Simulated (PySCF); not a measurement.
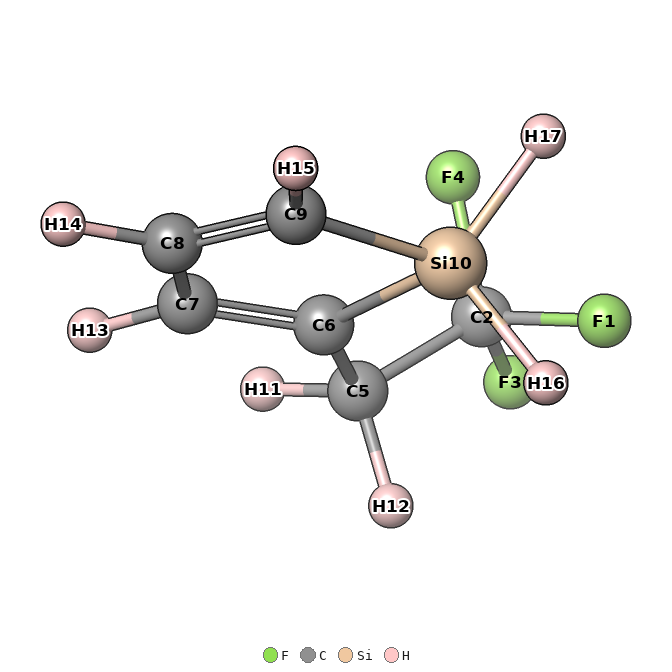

Atoms fade into the background with distance from the viewer. The computed structure is the end point of a PBE0-D3(BJ)/def2-SVP optimisation. No frequency run is at hand to confirm it as a minimum.

Question: How is the 5-membered ring C6–C7–C8–C9–Si10 puckered?

Answer: It is planar. The Cremer–Pople amplitude Q is 0.01 Å.

Question: Give the torsion angles round the ring, beginning with the bond from its second to its third atom.

Answer: 0°, 1°, −1°, 1°, 0°.
